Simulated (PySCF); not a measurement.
# TlH3: other functionals and bases at one geometry

How far do other levels of theory move the description of TlH3, and what does each cost? The species was built from a template and needn't be a known compound.

Program: PySCF 2.14.0. Level of theory: several levels, as the steps say, no spin–orbit coupling. These are calculated values, not measurements.

### Step 1. Starting geometry

4 atoms, charge 0, spin multiplicity 1.

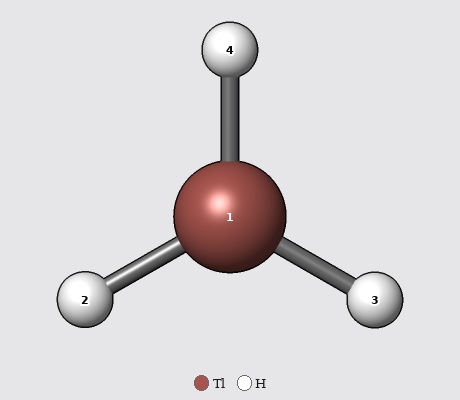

The geometry (thallium brown, hydrogen white); atoms are numbered from 1 in the order of the file.

As a file:

```xyz
4
charge 0, multiplicity 1
Tl    0.4821    0.0000    0.0000
H    -0.3961    0.0000    1.5253
H    -0.3961    0.0000   -1.5253
H     2.2419    0.0000    0.0000
```

Formal oxidation states: Tl +3. An earlier session relaxed this geometry at TPSS, Tl def2-SVP with ECP60, H def2-SVP (singlet, point group D3h).

At TPSS on the finer grid: E = -174.191565 Eh, HOMO -7.02 eV, LUMO -2.40 eV, Mulliken charge on Tl1 +0.25 e, largest force component 0.011 eV/Å. 

Levels to run: CAM-B3LYP; BLYP; wB97X; revPBE; TPSS, small-core/TZVP; TPSS, x2c-SVP. Hardware: 2 threads of Arm Neoverse V2, shared host.

### Step 2. CAM-B3LYP

run.py (the lines that set the calculation) reads:

```python
mol = gto.M(atom='''
Tl     0.48213     0.00000     0.00000
H     -0.39612     0.00000     1.52535
H     -0.39612     0.00000    -1.52535
H      2.24193     0.00000     0.00000''',
    basis={'Tl': 'def2-SVP', 'H': 'def2-SVP'},
    ecp={'Tl': 'def2-SVP'},
    charge=0, spin=0)
mf = dft.RKS(mol, xc='CAMB3LYP')
mf.grids.atom_grid = (75, 302)
mf = mf.density_fit()  # fitting sets: Tl def2-universal-JKFIT, H def2-universal-JKFIT
mf.conv_tol = 1e-08; mf.max_cycle = 55
mf.kernel(dm0)  # dm0: the density of the relaxed state
```

Started as:

```sh
> OMP_NUM_THREADS=2 python run.py
```

The program printed:

```text
init E= -174.192641711309
  HOMO = -0.338469460399817  LUMO = -0.0367714059016304  gap/eV = 8.20962
cycle= 1 E= -174.19438493877  delta_E= -0.00174  |g|= 0.0133  |ddm|= 0.168
  HOMO = -0.340999885350626  LUMO = -0.0370394829102896  gap/eV = 8.27118
cycle= 2 E= -174.194458286126  delta_E= -7.33e-05  |g|= 0.00637  |ddm|= 0.0484
  HOMO = -0.341753862788506  LUMO = -0.0379824388569459  gap/eV = 8.26604
cycle= 3 E= -174.194469236121  delta_E= -1.09e-05  |g|= 0.00134  |ddm|= 0.00926
  HOMO = -0.341750919140582  LUMO = -0.0379845979228097  gap/eV = 8.26590
cycle= 4 E= -174.194470061772  delta_E= -8.26e-07  |g|= 6.07e-05  |ddm|= 0.00473
  HOMO = -0.341767711899854  LUMO = -0.0379784327890622  gap/eV = 8.26653
cycle= 5 E= -174.194470064644  delta_E= -2.87e-09  |g|= 1.28e-05  |ddm|= 0.000204
  HOMO = -0.34176610435861  LUMO = -0.0379790021459305  gap/eV = 8.26647
Extra cycle  E= -174.194470064752  delta_E= -1.09e-10  |g|= 5.83e-06  |ddm|= 3.65e-05
converged SCF energy = -174.194470064752
```

Run time: 0.9 s. Hardware: 2 threads of Arm Neoverse V2, shared host.

Read off: E = -174.194470 Eh, HOMO -9.30 eV, LUMO -1.03 eV, Mulliken charge on Tl1 +0.22 e, largest force component 0.207 eV/Å. 

### Step 3. BLYP

Edit run.py (the lines that set the calculation) of step 2 so:

```diff
@@ -8,3 +8,3 @@
     charge=0, spin=0)
-mf = dft.RKS(mol, xc='CAMB3LYP')
+mf = dft.RKS(mol, xc='BLYP')
 mf.grids.atom_grid = (75, 302)
```

Started as:

```sh
> OMP_NUM_THREADS=2 python run.py
```

The program printed:

```text
init E= -174.19728992147
  HOMO = -0.244477300012722  LUMO = -0.0923160474938554  gap/eV = 4.14052
cycle= 1 E= -174.198083212368  delta_E= -0.000793  |g|= 0.00928  |ddm|= 0.115
  HOMO = -0.248496589178255  LUMO = -0.0936984783270036  gap/eV = 4.21227
cycle= 2 E= -174.198099082968  delta_E= -1.59e-05  |g|= 0.00654  |ddm|= 0.022
  HOMO = -0.247925587817881  LUMO = -0.093969955316016  gap/eV = 4.18935
cycle= 3 E= -174.198112849368  delta_E= -1.38e-05  |g|= 0.00145  |ddm|= 0.0125
  HOMO = -0.247652749755912  LUMO = -0.0937635232086338  gap/eV = 4.18754
cycle= 4 E= -174.198113538853  delta_E= -6.89e-07  |g|= 0.000124  |ddm|= 0.00266
  HOMO = -0.247664791931547  LUMO = -0.0937519049325921  gap/eV = 4.18818
cycle= 5 E= -174.198113546877  delta_E= -8.02e-09  |g|= 3.6e-06  |ddm|= 0.000269
  HOMO = -0.247666316692712  LUMO = -0.0937532230853311  gap/eV = 4.18819
Extra cycle  E= -174.19811354688  delta_E= -3.41e-12  |g|= 2.06e-06  |ddm|= 1.15e-05
converged SCF energy = -174.19811354688
```

It took 0.7 s on 2 threads of Arm Neoverse V2, shared host.

Result: E = -174.198114 Eh, HOMO -6.74 eV, LUMO -2.55 eV, Mulliken charge on Tl1 +0.21 e, largest force component 0.199 eV/Å. 

### Step 4. wB97X

Edit run.py (the lines that set the calculation) of step 3 so:

```diff
@@ -8,3 +8,3 @@
     charge=0, spin=0)
-mf = dft.RKS(mol, xc='BLYP')
+mf = dft.RKS(mol, xc='WB97X')
 mf.grids.atom_grid = (75, 302)
```

Started as:

```sh
> OMP_NUM_THREADS=2 python run.py
```

The program printed:

```text
init E= -174.265471281426
  HOMO = -0.374923783106432  LUMO = 0.00131994209948516  gap/eV = 10.23811
cycle= 1 E= -174.268775502039  delta_E= -0.0033  |g|= 0.0201  |ddm|= 0.215
  HOMO = -0.376329968656422  LUMO = 0.00138458534114783  gap/eV = 10.27814
cycle= 2 E= -174.269006438494  delta_E= -0.000231  |g|= 0.00692  |ddm|= 0.0708
  HOMO = -0.377767865539741  LUMO = -0.000125770861528096  gap/eV = 10.27616
cycle= 3 E= -174.269027221801  delta_E= -2.08e-05  |g|= 0.00254  |ddm|= 0.0141
  HOMO = -0.37783569548688  LUMO = -8.99750093497076e-05  gap/eV = 10.27898
cycle= 4 E= -174.269030109861  delta_E= -2.89e-06  |g|= 0.00014  |ddm|= 0.00851
  HOMO = -0.377825329569581  LUMO = -7.00026268711795e-05  gap/eV = 10.27925
cycle= 5 E= -174.269030129709  delta_E= -1.98e-08  |g|= 1.65e-05  |ddm|= 0.000574
  HOMO = -0.37782620796656  LUMO = -7.17667149308099e-05  gap/eV = 10.27922
cycle= 6 E= -174.269030129946  delta_E= -2.38e-10  |g|= 2.26e-06  |ddm|= 6.61e-05
  HOMO = -0.377826355174971  LUMO = -7.18008128766101e-05  gap/eV = 10.27922
Extra cycle  E= -174.26903012995  delta_E= -3.41e-12  |g|= 8.4e-07  |ddm|= 8.16e-06
converged SCF energy = -174.26903012995
```

It took 0.9 s on 2 threads of Arm Neoverse V2, shared host.

Read off: E = -174.269030 Eh, HOMO -10.28 eV, LUMO 0.00 eV, Mulliken charge on Tl1 +0.26 e, largest force component 0.199 eV/Å. 

### Step 5. revPBE

Edit run.py (the lines that set the calculation) of step 4 so:

```diff
@@ -8,3 +8,3 @@
     charge=0, spin=0)
-mf = dft.RKS(mol, xc='WB97X')
+mf = dft.RKS(mol, xc='PBE_R,PBE')
 mf.grids.atom_grid = (75, 302)
```

Started as:

```sh
> OMP_NUM_THREADS=2 python run.py
```

The program printed:

```text
init E= -174.314140625764
  HOMO = -0.249349213963269  LUMO = -0.0912633677010311  gap/eV = 4.30173
cycle= 1 E= -174.314412289149  delta_E= -0.000272  |g|= 0.0203  |ddm|= 0.107
  HOMO = -0.250014449486515  LUMO = -0.0890342582783967  gap/eV = 4.38049
cycle= 2 E= -174.314395949751  delta_E= 1.63e-05  |g|= 0.0219  |ddm|= 0.0689
  HOMO = -0.250617259180992  LUMO = -0.0906876570403714  gap/eV = 4.35191
cycle= 3 E= -174.314537280644  delta_E= -0.000141  |g|= 0.000626  |ddm|= 0.0367
  HOMO = -0.250378927419968  LUMO = -0.0905971320896262  gap/eV = 4.34788
cycle= 4 E= -174.31453746018  delta_E= -1.8e-07  |g|= 6.28e-05  |ddm|= 0.00116
  HOMO = -0.250372470812403  LUMO = -0.0905857083833528  gap/eV = 4.34802
cycle= 5 E= -174.314537461952  delta_E= -1.77e-09  |g|= 2.3e-06  |ddm|= 0.000146
  HOMO = -0.250373898999483  LUMO = -0.0905865537764203  gap/eV = 4.34804
Extra cycle  E= -174.314537461954  delta_E= -2.44e-12  |g|= 1.94e-06  |ddm|= 8.34e-06
converged SCF energy = -174.314537461954
```

Run time: 0.7 s. Hardware: 2 threads of Arm Neoverse V2, shared host.

It gives: E = -174.314537 Eh, HOMO -6.81 eV, LUMO -2.46 eV, Mulliken charge on Tl1 +0.19 e, largest force component 0.127 eV/Å. 

### Step 6. TPSS, small-core/TZVP

Basis: Tl def2-TZVP with ECP60, H def2-TZVP. 

run.py (the lines that set the calculation) reads:

```python
mol = gto.M(atom='''
Tl     0.48213     0.00000     0.00000
H     -0.39612     0.00000     1.52535
H     -0.39612     0.00000    -1.52535
H      2.24193     0.00000     0.00000''',
    basis={'Tl': 'def2-TZVP', 'H': 'def2-TZVP'},
    ecp={'Tl': 'def2-TZVP'},
    charge=0, spin=0)
mf = dft.RKS(mol, xc='TPSS')
mf.grids.atom_grid = (75, 302)
mf = mf.density_fit()  # fitting sets: Tl def2-universal-JKFIT, H def2-universal-JKFIT
mf.conv_tol = 1e-08; mf.max_cycle = 55
mf.kernel(dm0)  # dm0: free metal ions and neutral atoms
```

Started as:

```sh
> OMP_NUM_THREADS=2 python run.py
```

The program printed:

```text
init E= -174.229236730416
  HOMO = -0.227758792848982  LUMO = -0.0829855558450383  gap/eV = 3.93948
cycle= 1 E= -174.19549364591  delta_E= 0.0337  |g|= 0.14  |ddm|= 1.81
  HOMO = -0.272740679817124  LUMO = -0.0936279764170376  gap/eV = 4.87390
cycle= 2 E= -174.199811316616  delta_E= -0.00432  |g|= 0.101  |ddm|= 0.313
  HOMO = -0.259928941968252  LUMO = -0.0883605705984465  gap/eV = 4.66861
cycle= 3 E= -174.201775448737  delta_E= -0.00196  |g|= 0.0189  |ddm|= 0.127
  HOMO = -0.259048637300841  LUMO = -0.0895769212839292  gap/eV = 4.61156
cycle= 4 E= -174.201883837824  delta_E= -0.000108  |g|= 0.00295  |ddm|= 0.0366
  HOMO = -0.258893975619846  LUMO = -0.0892346655295242  gap/eV = 4.61666
cycle= 5 E= -174.201886025727  delta_E= -2.19e-06  |g|= 0.000162  |ddm|= 0.00493
  HOMO = -0.258914339955152  LUMO = -0.0892602013073818  gap/eV = 4.61652
cycle= 6 E= -174.201886033028  delta_E= -7.3e-09  |g|= 1.53e-05  |ddm|= 0.000307
  HOMO = -0.258907210546412  LUMO = -0.0892579311748625  gap/eV = 4.61639
Extra cycle  E= -174.201886032991  delta_E= 3.69e-11  |g|= 1.83e-05  |ddm|= 6.38e-05
converged SCF energy = -174.201886032991
```

Run time: 3 s. Hardware: 2 threads of Arm Neoverse V2, shared host.

It gives: E = -174.201886 Eh, HOMO -7.05 eV, LUMO -2.43 eV, Mulliken charge on Tl1 +0.33 e, largest force component 0.110 eV/Å. 

### Step 7. TPSS, x2c-SVP

Basis: Tl x2c-SVPall, H x2c-SVPall. All electrons are treated, with the spin-free X2C Hamiltonian.

run.py (the lines that set the calculation) reads:

```python
mol = gto.M(atom='''
Tl     0.48213     0.00000     0.00000
H     -0.39612     0.00000     1.52535
H     -0.39612     0.00000    -1.52535
H      2.24193     0.00000     0.00000''',
    basis={'Tl': 'x2c-SVPall', 'H': 'x2c-SVPall'},
    nucmod='G',
    charge=0, spin=0)
mf = dft.RKS(mol, xc='TPSS')
mf.grids.atom_grid = (99, 590)
mf = mf.density_fit()  # fitting sets: Tl AutoAux, H AutoAux
mf = mf.sfx2c1e()
mf.conv_tol = 1e-08; mf.max_cycle = 55
mf.kernel(dm0)  # dm0: free metal ions and neutral atoms
```

Started as:

```sh
> OMP_NUM_THREADS=2 python run.py
```

The program printed:

```text
init E= -20249.4173879336
  HOMO = -0.228920386798936  LUMO = -0.0816111081148305  gap/eV = 4.00849
cycle= 1 E= -20249.2795547696  delta_E= 0.138  |g|= 0.138  |ddm|= 2.13
  HOMO = -0.272313571966557  LUMO = -0.0942058219213306  gap/eV = 4.84656
cycle= 2 E= -20249.2830036484  delta_E= -0.00345  |g|= 0.106  |ddm|= 0.331
  HOMO = -0.260675866046231  LUMO = -0.0885828202275913  gap/eV = 4.68289
cycle= 3 E= -20249.2846852827  delta_E= -0.00168  |g|= 0.0138  |ddm|= 0.131
  HOMO = -0.25944502001918  LUMO = -0.0895024036266268  gap/eV = 4.62437
cycle= 4 E= -20249.2847538555  delta_E= -6.86e-05  |g|= 0.00334  |ddm|= 0.0344
  HOMO = -0.259214089351344  LUMO = -0.0891525957143209  gap/eV = 4.62761
cycle= 5 E= -20249.2847566891  delta_E= -2.83e-06  |g|= 0.000246  |ddm|= 0.00645
  HOMO = -0.259257436430273  LUMO = -0.0891836619464006  gap/eV = 4.62794
cycle= 6 E= -20249.2847567057  delta_E= -1.67e-08  |g|= 1.26e-05  |ddm|= 0.000466
  HOMO = -0.259252471120932  LUMO = -0.0891815091833297  gap/eV = 4.62787
cycle= 7 E= -20249.2847567058  delta_E= -5.46e-11  |g|= 4.18e-06  |ddm|= 3.05e-05
  HOMO = -0.259253636616649  LUMO = -0.0891818748896243  gap/eV = 4.62789
Extra cycle  E= -20249.2847567058  delta_E= -1.46e-11  |g|= 3.62e-06  |ddm|= 1.71e-05
converged SCF energy = -20249.2847567058
```

It took 11 s on 2 threads of Arm Neoverse V2, shared host.

Read off: E = -20249.284757 Eh, HOMO -7.05 eV, LUMO -2.43 eV, Mulliken charge on Tl1 +0.38 e, largest force component 0.084 eV/Å. 

### Step 8. Results

| level | state | HOMO (eV) | gap (eV) | charge on Tl1 (e) | dipole (D) | largest force (eV/Å) | basis functions | time |
| --- | --- | --- | --- | --- | --- | --- | --- | --- |
| TPSS (relaxed here) | singlet | -7.02 | 4.62 | 0.25 | 0.00 | 0.01 | 41 | 3 s |
| CAM-B3LYP | singlet | -9.30 | 8.27 | 0.22 | 0.00 | 0.21 | 41 | 0.9 s |
| BLYP | singlet | -6.74 | 4.19 | 0.21 | 0.00 | 0.20 | 41 | 0.7 s |
| wB97X | singlet | -10.28 | 10.28 | 0.26 | 0.00 | 0.20 | 41 | 0.9 s |
| revPBE | singlet | -6.81 | 4.35 | 0.19 | 0.00 | 0.13 | 41 | 0.7 s |
| TPSS, small-core/TZVP | singlet | -7.05 | 4.62 | 0.33 | 0.00 | 0.11 | 68 | 3 s |
| TPSS, x2c-SVP | singlet | -7.05 | 4.63 | 0.38 | 0.00 | 0.08 | 77 | 11 s |

Times are on 2 threads of Arm Neoverse V2, shared host; the first row also made further properties.

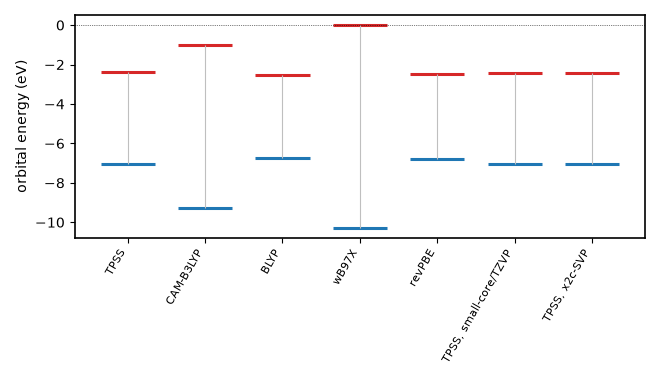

Highest filled and lowest empty level, method by method.

In one basis the HOMO–LUMO gap runs from 4.19 eV (BLYP) to 10.28 eV (wB97X); it grows with exact exchange, which frees the filled levels of self-repulsion, so they fall, while the empty ones feel all electrons and rise. The largest leftover force, 0.21 eV/Å with CAM-B3LYP, stands at a geometry relaxed at another level. The Mulliken charge on Tl spans +0.19 to +0.38 e. Total energies of different levels can't be compared. Spin–orbit coupling is left out throughout.
